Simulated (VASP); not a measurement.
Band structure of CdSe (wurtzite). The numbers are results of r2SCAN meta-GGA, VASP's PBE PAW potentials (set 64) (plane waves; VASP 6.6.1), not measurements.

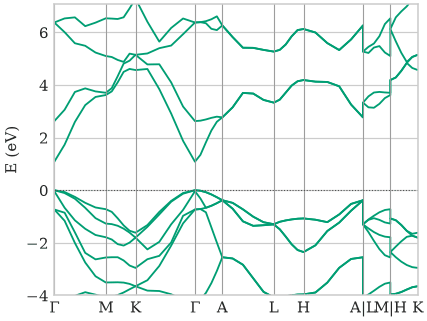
Figure: Bands along high-symmetry lines, zero at the valence-band maximum or, without a gap, the Fermi level

Problem. Read the plot: is there a gap, and where are the band edges?

Solution. The gap is direct, 1.08 eV, from the valence maximum at Γ to the conduction minimum at Γ.

Measured: gap 1.73 eV (computed value off by -0.65 eV), as given by Abedi et al., (2022), arXiv:2211.14644.

The compound is CdSe in the wurtzite structure. It was relaxed first.
